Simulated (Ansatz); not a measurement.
## NaMn, from a guessed structure to a relaxed one

Starting from a made-up structure for NaMn, the aim is the relaxed cell, its shortest contacts and, where a second run follows, its electronic structure.

Main program and level: Ansatz 0.2.0; DFT, PBE, plane-wave PAW, files of the set soft_1, scalar-relativistic, ferromagnetic start, cell and ions relaxed at zero pressure; PAW set soft_1, in the first sound run; inputs show where later runs differ.

## 1. Starting point

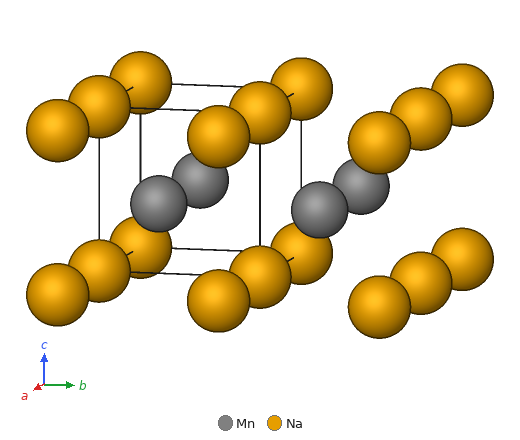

The starting structure, seen slightly off an axis (manganese grey, sodium orange). 2×2×1 cells are drawn. Some periodic images of atoms are drawn too.

As a file:

```cif
data_structure
_symmetry_space_group_name_H-M 'P 1'
_symmetry_Int_Tables_number 1
_cell_length_a 3.4560
_cell_length_b 3.4560
_cell_length_c 3.4560
_cell_angle_alpha 90.000
_cell_angle_beta 90.000
_cell_angle_gamma 90.000
_cell_volume 41.28
loop_
_atom_site_label
_atom_site_type_symbol
_atom_site_fract_x
_atom_site_fract_y
_atom_site_fract_z
_atom_site_occupancy
Mn1 Mn 0.50000 0.50000 0.50000 1
Na2 Na 0.00000 0.00000 0.00000 1
```

## 2. Relaxing cell and atoms

The guessed cell has no reason to be at equilibrium. It is relaxed with the atoms, within the space group of the guess.

input.yaml reads:

```yaml
crystal:
  lattice:
    - [3.456, 0.0, 0.0]
    - [0.0, 3.456, 0.0]
    - [0.0, 0.0, 3.456]
  atoms:
    - { symbol: Mn, position: [0.5, 0.5, 0.5], spin: 4.0 }
    - { symbol: Na, position: [0.0, 0.0, 0.0] }
magnetization:
  spin_polarized: true
kpoints:
  mp_grid: { grid: [8, 8, 8] }
scf:
  occupations: { method: fermi_dirac, width: 0.05 }
hamiltonian:
  xc: pbe
  pseudopotentials: { kind: paw, azcp: { folder: soft_1 } }
relax:
  f_tol: 0.015
  max_steps: 70
  cell: {}
output:
  forces: true
  stress: true
```

Launch:

```bash
> ansatz run input.yaml --threads 4 --pin off --max-ram 8192MiB --backend cpu --events-out ev --progress --plain --runs-dir out
```

Numbers of over 12 decimals in the logs are rounded to 6 here.

The log of the run:

```text
Engine: ansatz 0.2.0, aarch64-unknown-linux-gnu
Pseudopotentials: kind: paw
Pseudopotential: Mn, paw, valence charge 15, recommended cutoff 420 eV (normal), soft_1/Mn.paw.azcp
Pseudopotential: Na, paw, valence charge 9, recommended cutoff 420 eV (normal), soft_1/Na.paw.azcp
Functional definition: PBE
  parameter kappa = 0.804
  parameter beta = 0.066725
  exchange = pbe_x(kappa = kappa, mu = beta*pi^2/3)
  correlation = pbe_c(beta = beta)
Crystal: 2 atoms, lattice volume = 41.278 Å³
Basis set: ecut = 420 eV, 799 PW (Γ), exchange–correlation on 48×48×48 points (8 copies of the dense FFT grid, shifted against one another)
Bands: 18, of which v1, the nominal top of the filled ones, is band 12 counted from 1 (11 counted from 0)
Symmetry: 48 space group operations
Space group: Pm-3m (ITA 221), of the structure as read, at distance tolerance 3.5e-5 Å
Magnetic group: BNS 221.92 (UNI 1594), of the structure as read, at distance tolerance 3.5e-5 Å
k-points: 35 of 512
Non-local potential: Mn, projectors of the file, l = 0: 3, l = 1: 2, l = 2: 3, l = 3: 1
Non-local potential: Na, projectors of the file, l = 0: 3, l = 1: 2, l = 2: 1
PAW form: soft (Blöchl's): semilocal exchange-correlation on the pseudo side does not see the compensation charge
PAW one-centre angular grid: Mn, 590 points (default); XC on 64 Gauss nodes
PAW one-centre angular grid: Na, 110 points (default); XC on 64 Gauss nodes
Initial density: superposition of atomic densities (chi_scale 0.1, normalization cell)
Starting moments: Σ|m| = 4 μB on 1 of 2 sites
Initial wavefunctions: pseudopotential atomic-orbital guess
Functional: x = pbe(κ = 0.804, μ = 0.219515), c = pbe(β = 0.066725)
iter 1 solved again at ethr=1.06e-3 eV; its pass at ethr=3.10e-3 eV (dr2=2.55e-1 eV) is discarded
SCF iter   1: F=—  HF=-5382.813856 eV  |F-HF|=—  |Δ(HF+E_count)|=         —  Δρ=3.08e-2 (↑3.08e-2 ↓7.53e-3)  dr2=2.53e-1  dr2_m=1.17e-1  M=4.176 μB ∫|m|=4.252 μB  β_m=0.30  ethr=1.06e-3  ⟨swp⟩=1.0  Hψ=7245  notcnv=0
Mixer restart at iter 1: flushing history
preconditioner: auto → none  [metal: Δε(μ)=0.022 eV  Ē_g=6.083 eV  σ=0.050 eV  W_gap=0.11  n_scr=6 (ndim 8)  ℏωp=16.3 eV  f_vac=0.000  D(μ)=2.46/eV (n_scr^D=26)  sad-step TF]
SCF iter   2: F=—  HF=-5383.096976 eV  |F-HF|=—  |Δ(HF+E_count)|=         —  Δρ=2.30e-2 (↑2.30e-2 ↓9.15e-3)  dr2=1.03e-1  dr2_m=9.17e-2  M=4.231 μB ∫|m|=4.326 μB  β_m=0.30  ethr=1.05e-3  ⟨swp⟩=2.0  Hψ=1808  notcnv=0
Mixer restart at iter 2: flushing history
SCF iter   3: F=—  HF=-5383.187701 eV  |F-HF|=—  |Δ(HF+E_count)|=   9.07e-2  Δρ=1.13e-2 (↑1.13e-2 ↓8.25e-3)  dr2=1.33e-2  dr2_m=3.41e-2  M=4.223 μB ∫|m|=4.328 μB  β_m=0.45  ethr=4.28e-4  ⟨swp⟩=2.3  Hψ=2100  notcnv=0  defer=2
SCF iter   4: F=—  HF=-5383.245507 eV  |F-HF|=—  |Δ(HF+E_count)|=   5.78e-2  Δρ=7.92e-3 (↑7.92e-3 ↓2.37e-3)  dr2=3.50e-2  dr2_m=3.86e-3  M=4.175 μB ∫|m|=4.311 μB  β_m=0.40  ethr=5.56e-5  ⟨swp⟩=2.1  Hψ=2119  notcnv=0  defer=4
SCF iter   5: F=—  HF=-5383.266891 eV  |F-HF|=—  |Δ(HF+E_count)|=   2.14e-2  Δρ=1.54e-3 (↑5.91e-4 ↓1.54e-3)  dr2=9.85e-4  dr2_m=2.44e-4  M=4.165 μB ∫|m|=4.311 μB  β_m=0.70  ethr=5.56e-5  ⟨swp⟩=2.1  Hψ=2234  notcnv=0  defer=4
SCF iter   6: F=—  HF=-5383.271055 eV  |F-HF|=—  |Δ(HF+E_count)|=   4.16e-3  Δρ=8.23e-4 (↑3.43e-4 ↓8.23e-4)  dr2=3.94e-4  dr2_m=4.30e-5  M=4.147 μB ∫|m|=4.306 μB  β_m=0.76  ethr=4.11e-6  ⟨swp⟩=2.0  Hψ=2052  notcnv=0  defer=7
SCF iter   7: F=—  HF=-5383.271398 eV  |F-HF|=—  |Δ(HF+E_count)|=   3.44e-4  Δρ=9.41e-5 (↑5.33e-5 ↓9.41e-5)  dr2=1.34e-6  dr2_m=1.42e-6  M=4.141 μB ∫|m|=4.304 μB  β_m=0.88  ethr=1.64e-6  ⟨swp⟩=3.0  Hψ=2184  notcnv=0  defer=8
SCF iter   8: F=—  HF=-5383.271396 eV  |F-HF|=—  |Δ(HF+E_count)|=   2.63e-6  Δρ=3.54e-5 (↑1.75e-5 ↓3.54e-5)  dr2=4.26e-7  dr2_m=1.10e-7  M=4.140 μB ∫|m|=4.303 μB  β_m=0.94  ethr=5.57e-9  ⟨swp⟩=2.0  Hψ=2131  notcnv=0  defer=8
SCF iter   9: F=—  HF=-5383.271396 eV  |F-HF|=—  |Δ(HF+E_count)|=   4.91e-7  Δρ=6.93e-6 (↑2.44e-6 ↓6.93e-6)  dr2=1.28e-8  dr2_m=4.99e-9  M=4.140 μB ∫|m|=4.303 μB  β_m=0.97  ethr=1.77e-9  ⟨swp⟩=2.0  Hψ=2046  notcnv=0  defer=8
SCF iter  10: F=-5383.271396 eV  HF=-5383.271396 eV  |F-HF|=2.45e-10  |Δ(HF+E_count)|=   3.54e-8  Δρ=9.62e-7 (↑9.62e-7 ↓8.51e-7)  dr2=1.01e-9  dr2_m=9.28e-11  M=4.140 μB ∫|m|=4.303 μB  ethr=5.33e-11  ⟨swp⟩=1.9  Hψ=3790  notcnv=0
SCF 1 converged in 10 iterations: F = -5383.271396 eV  dr2 = 1.01e-9
  greatest PAW one-centre occupation: 1.000 electrons in one spin orbital (limit 2), on the Mn atom at site 0 (counted from 0), in its partial waves of l = 0
relax step   1: F+E_penalty+E_count = -5383.27139633 eV  Δ(F+E_penalty+E_count) = +0.000e0 eV  max|allowed force component| = 5.744e-29 eV/Å  Δτ_max = 0.0000 Å  P = +3.284 GPa  Ω = 41.278 Å³  (10 SCF iters, dr2 threshold 1.00e-7 eV, accepted)
Crystal: 2 atoms, lattice volume = 44.320 Å³
Basis set: ecut = 420 eV, 847 PW (Γ), exchange–correlation on 48×48×48 points (8 copies of the dense FFT grid, shifted against one another)
Initial density: handed on by an earlier stage of this run
Starting moments: Σ|m| = 4 μB on 1 of 2 sites; this step starts from the density that it was given
Initial wavefunctions: those handed on with the density
iter 1 solved again at ethr=1.80e-5 eV; its pass at ethr=3.10e-3 eV (dr2=4.31e-3 eV) is discarded
SCF iter   1: F=—  HF=-5383.310882 eV  |F-HF|=—  |Δ(HF+E_count)|=         —  Δρ=4.04e-3 (↑2.43e-3 ↓4.04e-3)  dr2=4.28e-3  dr2_m=4.02e-3  M=4.194 μB ∫|m|=4.388 μB  β_m=0.30  ethr=1.80e-5  ⟨swp⟩=1.5  Hψ=7243  notcnv=0
preconditioner: auto → none  [metal: Δε(μ)=0.014 eV  Ē_g=6.192 eV  σ=0.050 eV  W_gap=0.07  n_scr=6 (ndim 8)  ℏωp=15.8 eV  f_vac=0.000  D(μ)=2.40/eV (n_scr^D=26)]
SCF iter   2: F=—  HF=-5383.311463 eV  |F-HF|=—  |Δ(HF+E_count)|=   5.81e-4  Δρ=2.90e-3 (↑2.90e-3 ↓2.19e-3)  dr2=6.41e-4  dr2_m=2.52e-3  M=4.191 μB ∫|m|=4.384 μB  β_m=0.47  ethr=1.78e-5  ⟨swp⟩=2.0  Hψ=1848  notcnv=0
SCF iter   3: F=—  HF=-5383.311367 eV  |F-HF|=—  |Δ(HF+E_count)|=   9.60e-5  Δρ=1.68e-3 (↑5.92e-4 ↓1.68e-3)  dr2=8.33e-4  dr2_m=4.78e-4  M=4.195 μB ∫|m|=4.385 μB  β_m=0.52  ethr=2.67e-6  ⟨swp⟩=2.0  Hψ=2268  notcnv=0
SCF iter   4: F=—  HF=-5383.311625 eV  |F-HF|=—  |Δ(HF+E_count)|=   2.57e-4  Δρ=2.30e-4 (↑1.18e-4 ↓2.30e-4)  dr2=4.45e-6  dr2_m=1.03e-5  M=4.196 μB ∫|m|=4.383 μB  β_m=0.61  ethr=2.67e-6  ⟨swp⟩=2.0  Hψ=1552  notcnv=0
SCF iter   5: F=—  HF=-5383.311645 eV  |F-HF|=—  |Δ(HF+E_count)|=   2.06e-5  Δρ=1.21e-4 (↑2.89e-5 ↓1.21e-4)  dr2=2.81e-6  dr2_m=1.69e-6  M=4.198 μB ∫|m|=4.384 μB  β_m=0.81  ethr=1.86e-8  ⟨swp⟩=2.0  Hψ=2146  notcnv=0
[...]
SCF iter   3: F=—  HF=-5383.318943 eV  |F-HF|=—  |Δ(HF+E_count)|=   1.83e-4  Δρ=5.01e-4 (↑5.01e-4 ↓3.92e-4)  dr2=2.72e-4  dr2_m=4.15e-6  M=4.235 μB ∫|m|=4.430 μB  β_m=0.52  ethr=2.34e-7  ⟨swp⟩=2.0  Hψ=2271  notcnv=0
SCF iter   4: F=—  HF=-5383.318972 eV  |F-HF|=—  |Δ(HF+E_count)|=   2.91e-5  Δρ=1.75e-4 (↑1.05e-4 ↓1.75e-4)  dr2=3.02e-6  dr2_m=7.10e-6  M=4.237 μB ∫|m|=4.432 μB  β_m=0.73  ethr=2.34e-7  ⟨swp⟩=2.1  Hψ=2147  notcnv=0
SCF iter   5: F=—  HF=-5383.319026 eV  |F-HF|=—  |Δ(HF+E_count)|=   5.34e-5  Δρ=1.16e-4 (↑4.71e-5 ↓1.16e-4)  dr2=7.74e-6  dr2_m=1.32e-6  M=4.241 μB ∫|m|=4.434 μB  β_m=0.86  ethr=1.26e-8  ⟨swp⟩=2.0  Hψ=2075  notcnv=0
SCF iter   6: F=—  HF=-5383.319052 eV  |F-HF|=—  |Δ(HF+E_count)|=   2.64e-5  Δρ=2.06e-5 (↑2.06e-5 ↓2.05e-5)  dr2=2.90e-7  dr2_m=7.63e-8  M=4.246 μB ∫|m|=4.437 μB  β_m=0.88  ethr=1.26e-8  ⟨swp⟩=2.2  Hψ=2168  notcnv=0
SCF iter   7: F=—  HF=-5383.319052 eV  |F-HF|=—  |Δ(HF+E_count)|=   2.29e-7  Δρ=5.46e-6 (↑3.03e-6 ↓5.46e-6)  dr2=3.27e-9  dr2_m=6.07e-9  M=4.246 μB ∫|m|=4.437 μB  β_m=0.94  ethr=1.21e-9  ⟨swp⟩=2.0  Hψ=2119  notcnv=0
SCF iter   8: F=-5383.319052 eV  HF=-5383.319052 eV  |F-HF|=2.22e-9  |Δ(HF+E_count)|=   5.14e-8  Δρ=2.22e-6 (↑2.65e-7 ↓2.22e-6)  dr2=3.02e-9  dr2_m=5.02e-10  M=4.246 μB ∫|m|=4.437 μB  ethr=1.36e-11  ⟨swp⟩=1.5  Hψ=3881  notcnv=0
SCF 3 converged in 8 iterations: F = -5383.319052 eV  dr2 = 3.02e-9
relax step   3: F+E_penalty+E_count = -5383.31905226 eV  Δ(F+E_penalty+E_count) = -7.399e-3 eV  max|allowed force component| = 9.425e-30 eV/Å  Δτ_max = 0.0000 Å  P = +0.201 GPa  Ω = 46.211 Å³  energy of the carried Pulay correction = -1.306e-3 eV  (8 SCF iters, dr2 threshold 2.00e-7 eV, accepted)
[...]
relax step   4: F+E_penalty+E_count = -5383.31922766 eV  Δ(F+E_penalty+E_count) = -1.754e-4 eV  max|allowed force component| = 1.057e-29 eV/Å  Δτ_max = 0.0000 Å  P = +0.007 GPa  Ω = 46.653 Å³  energy of the carried Pulay correction = -1.416e-3 eV  (7 SCF iters, dr2 threshold 1.01e-7 eV, accepted)
Basis set: ecut = 420 eV, 925 PW (Γ), exchange–correlation on 50×50×50 points (8 copies of the dense FFT grid, shifted against one another)
Initial wavefunctions: pseudopotential atomic-orbital guess (no wavefunctions were taken with the density)
iter 1 solved again at ethr=8.80e-9 eV; its pass at ethr=3.10e-3 eV (dr2=2.11e-6 eV) is discarded
SCF iter   1: F=—  HF=-5383.320628 eV  |F-HF|=—  |Δ(HF+E_count)|=         —  Δρ=1.41e-4 (↑1.41e-4 ↓1.28e-4)  dr2=2.40e-6  dr2_m=5.53e-7  M=4.260 μB ∫|m|=4.450 μB  β_m=0.65  ethr=8.80e-9  ⟨swp⟩=4.2  Hψ=9610  notcnv=0
preconditioner: auto → none  [metal: Δε(μ)=0.014 eV  Ē_g=6.063 eV  σ=0.050 eV  W_gap=0.07  n_scr=0 (ndim 8)  ℏωp=15.4 eV  f_vac=0.000  D(μ)=2.56/eV (n_scr^D=26)]
SCF iter   2: F=—  HF=-5383.320815 eV  |F-HF|=—  |Δ(HF+E_count)|=   1.87e-4  Δρ=5.20e-5 (↑5.20e-5 ↓4.21e-5)  dr2=2.33e-7  dr2_m=1.82e-7  M=4.260 μB ∫|m|=4.450 μB  β_m=0.63  ethr=8.80e-9  ⟨swp⟩=2.1  Hψ=1700  notcnv=0
SCF iter   3: F=—  HF=-5383.320841 eV  |F-HF|=—  |Δ(HF+E_count)|=   2.59e-5  Δρ=3.08e-5 (↑3.08e-5 ↓1.07e-5)  dr2=4.93e-7  dr2_m=5.06e-8  M=4.260 μB ∫|m|=4.450 μB  β_m=0.50  ethr=9.70e-10  ⟨swp⟩=2.0  Hψ=2148  notcnv=0
SCF iter   4: F=—  HF=-5383.320841 eV  |F-HF|=—  |Δ(HF+E_count)|=   1.44e-7  Δρ=1.52e-6 (↑1.52e-6 ↓1.40e-6)  dr2=4.22e-10  dr2_m=7.20e-10  M=4.260 μB ∫|m|=4.450 μB  β_m=0.62  ethr=9.70e-10  ⟨swp⟩=2.0  Hψ=2135  notcnv=0
SCF iter   5: F=—  HF=-5383.320838 eV  |F-HF|=—  |Δ(HF+E_count)|=   3.29e-6  Δρ=1.23e-6 (↑5.72e-7 ↓1.23e-6)  dr2=7.47e-10  dr2_m=2.55e-10  M=4.260 μB ∫|m|=4.450 μB  β_m=0.81  ethr=1.76e-12  ⟨swp⟩=2.5  Hψ=2215  notcnv=0
SCF iter   6: F=—  HF=-5383.320838 eV  |F-HF|=—  |Δ(HF+E_count)|=   2.63e-9  Δρ=7.32e-7 (↑7.32e-7 ↓6.12e-7)  dr2=2.25e-11  dr2_m=1.83e-10  M=4.260 μB ∫|m|=4.450 μB  β_m=0.90  ethr=1.76e-12  ⟨swp⟩=2.0  Hψ=2081  notcnv=0
SCF iter   7: F=—  HF=-5383.320838 eV  |F-HF|=—  |Δ(HF+E_count)|=  3.33e-10  Δρ=4.39e-7 (↑2.11e-7 ↓4.39e-7)  dr2=7.58e-11  dr2_m=4.04e-11  M=4.260 μB ∫|m|=4.450 μB  β_m=0.88  ethr=1.00e-12  ⟨swp⟩=2.2  Hψ=1741  notcnv=0
SCF iter   8: F=—  HF=-5383.320838 eV  |F-HF|=—  |Δ(HF+E_count)|=  2.23e-10  Δρ=2.31e-7 (↑3.15e-8 ↓2.31e-7)  dr2=3.32e-11  dr2_m=6.10e-12  M=4.260 μB ∫|m|=4.450 μB  β_m=0.94  ethr=1.00e-12  ⟨swp⟩=1.9  Hψ=1506  notcnv=0
SCF iter   9: F=—  HF=-5383.320838 eV  |F-HF|=—  |Δ(HF+E_count)|=  7.37e-11  Δρ=5.78e-8 (↑1.56e-8 ↓5.78e-8)  dr2=2.12e-12  dr2_m=3.86e-13  M=4.260 μB ∫|m|=4.450 μB  β_m=0.97  ethr=1.00e-12  ⟨swp⟩=1.6  Hψ=1477  notcnv=0
SCF iter  10: F=-5383.320838 eV  HF=-5383.320838 eV  |F-HF|=3.64e-12  |Δ(HF+E_count)|=  6.37e-12  Δρ=4.92e-8 (↑1.14e-8 ↓4.92e-8)  dr2=1.62e-12  dr2_m=2.19e-13  M=4.260 μB ∫|m|=4.450 μB  ethr=1.00e-12  ⟨swp⟩=4.0  Hψ=4751  notcnv=0
SCF 5 converged in 10 iterations: F = -5383.320838 eV  dr2 = 1.62e-12
relax step   5: F+E_penalty+E_count = -5383.32083784 eV  Δ(F+E_penalty+E_count) = -1.610e-3 eV  max|allowed force component| = 1.057e-29 eV/Å  Δτ_max = 0.0000 Å  P = +0.033 GPa  Ω = 46.653 Å³  stress off target by 3.33e-2 GPa  SCF on the basis re-selected at this cell (its energy is not comparable with the rows above)  (10 SCF iters)
basis re-selected at this cell: Δ(F+E_penalty+E_count) = -1.610e-3 eV, ΔP = +0.026 GPa vs the last step (what re-selecting the basis moved, of the pressure what is left beyond the Pulay correction that the steps carried, after the strain that the cell walked since its last selection, with what the two solves' SCF thresholds leave and, on support functions, any second-order correction that the steps lacked; it is no measure of the basis error at this ecutwfc). The dense FFT grid was sized anew with the basis: this SCF ran on 25×25×25 points, the steps before it on 24×24×24, so part of this shift can come from that change (see relax.cell in the input reference). [rest of the remark cut]
SCF converged after 10 iterations
Magnetization: 4.2599 μB (14.1300 up, 9.8700 down)
Absolute magnetization: 4.4505 μB (∫|ρ↑−ρ↓|, with the PAW one-centre terms)
Spin contamination: 0.1567 ħ² per cell (⟨S²⟩ above its minimum at these occupations)
Per-site moments (μB) at R_I (Å): [(4.241743, 1.286018), (-0.049181, 1.286018)]
Free energy (F): -5383.320838 eV
Harris-Foulkes:  -5383.320838 eV  (|F-HF|=3.64e-12)
Internal energy: -5383.300138 eV  (E = F + TS)
E sigma→0 (E₀):  -5383.310488 eV
Entropy (-TS):   -0.020700 eV (-10.350 meV/atom)
Fermi energy:    6.034256 eV
--- Per-component energies (eV) ---
  E_band       = -569.607621
  E_kinetic    = 424.459180
  E_local      = -4130.858334  (includes V_loc(G=0)·N_el)
  E_nonlocal   = 746.091964
  E_hartree    = 1513.670615
  E_xc         = -141.835461
  E_vxc        = -181.252060  (∫ρ·V_xc dr)
  E_paw        = -1625.360348  (= ΣΔE_a)
  E_vpaw       = -455.389663  (= ΣTr[D̂ρ^β])
  E_aug_tail   = 0.000141  (compensation charges beyond the density's cutoff)
  E_ewald      = -2169.467896
  E_smearing   = -0.020700  (= −TS)
  E_closure    = 0.000000  (closes the sum)
  Σ components = -5383.320838   (vs F -5383.320838, Δ=0.00e0)
--- Forces (eV/Å), atoms counted from 1 ---
  atom   1  Mn     0.00000000     0.00000000     0.00000000
  atom   2  Na    -0.00000000    -0.00000000    -0.00000000
  max |Σ_I F_I| component: 2.09e-29 eV/Å
--- Stress (GPa, compression-positive) ---
        0.033328      -0.000000      -0.000000
       -0.000000       0.033328       0.000000
       -0.000000       0.000000       0.033328
  P = ⅓ Tr σ = 0.0333 GPa (0.333 kbar)
--- Relaxed structure (4 steps of the walk, 4 accepted, 1 SCFs on fresh bases) ---
  F+E_penalty+E_count = -5383.32083784 eV   max|allowed force component| = 1.057e-29 eV/Å   (the final SCF, on the basis selected at the relaxed cell)
  cell:  # Å, volume = 46.6528 Å³
    - [3.599917, 0, 0]
    - [0, 3.599917, 0.0]
    - [0, 0.0, 3.599917]
  atoms:
    - { symbol: Mn, position: [0.5, 0.5, 0.5] }
    - { symbol: Na, position: [0, 0, 0] }
```

Wall time 5.3 s (4 threads of Arm Neoverse V1, shared host); peak memory 0.34 GiB; 17 s of CPU time.

The steps of the relaxation:

```
step  energy less that of the first step (eV)  largest force component (eV/Å)  pressure (GPa)  volume (Å³)
   1                                   0.0000                          0.0000            3.28        41.28
   2                                  -0.0403                          0.0000            1.17        44.32
   3                                  -0.0477                          0.0000            0.20        46.21
   4                                  -0.0478                          0.0000            0.01        46.65
  5*                                  -0.0494                          0.0000            0.03        46.65
```

Relaxation steps marked * repeat the geometry before them on a plane-wave basis chosen anew for their cell, so energy and pressure can jump there.

The run keeps the 48 symmetry operations that it works with, so distortions that break them were not tested.

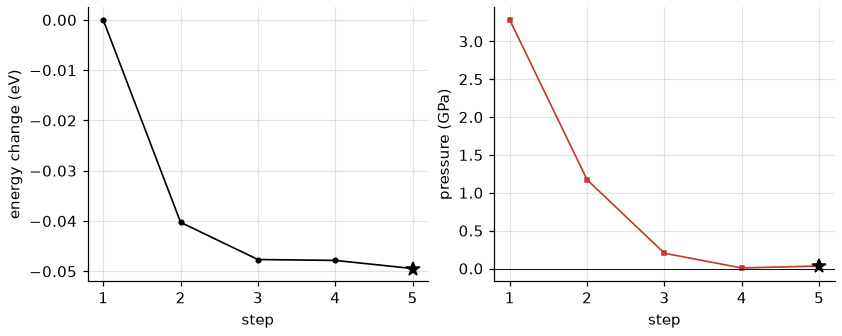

Energy and pressure along the relaxation. Stars mark steps on a basis chosen anew.

```
conventional cell, symmetrised  before  after   change
                         a (Å)   3.456  3.600   +4.2 %
                         b (Å)   3.456  3.600   +4.2 %
                         c (Å)   3.456  3.600   +4.2 %
              volume (Å³/atom)   20.64  23.33  +13.0 %
```

The relaxed structure:

```xyz
2
Lattice="3.5999 0.0000 0.0000 0.0000 3.5999 0.0000 0.0000 0.0000 3.5999" Properties=species:S:1:pos:R:3 pbc="T T T"
Mn    1.8000    1.8000    1.8000
Na    0.0000    0.0000    0.0000
```

This step gave:

* free energy: -5383.3208 eV
* energy at zero smearing: -5383.3105 eV
* smearing term TS: 0.02070 eV
* Fermi energy: 6.034 eV
* magnetization: 4.260 μB
* absolute magnetization: 4.450 μB
* site moments: 4.242, -0.04918 μB
* electrons: 24
* symmetry operations: 48
* pressure: 0.03333 GPa

Site moment by atom:

```
atom  site moment (μB)
 Mn1              4.24
 Na2             -0.05
```

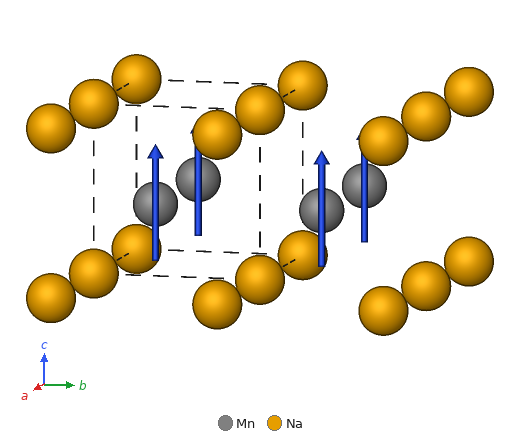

Site moment as arrows, the longest 4.24 μB. Up and down stand for the sign. Arrows give size and sign along the axis of quantisation, drawn up and down the page. 2×2×1 cells are drawn. Some periodic images of atoms are drawn too.

The shortest distance of each pair, which need not be the same contact before and after:

```
 pair  guess (Å)  relaxed (Å)
Mn–Na      2.993        3.118
Mn–Mn      3.456        3.600
Na–Na      3.456        3.600
```

The relaxation ends with a pressure of 0.03 GPa.

(Part 1 of 2 ends here.)

[Logs are printed without paths, hosts, clocks, repeated set-up lines and the standing remarks that a program may print on its own settings, such as how far it seeks lower states.]

[Hosts, paths, dates, database ids (printed as entryN), source tags and the programs' standing remarks are cut or masked in the printed files.]
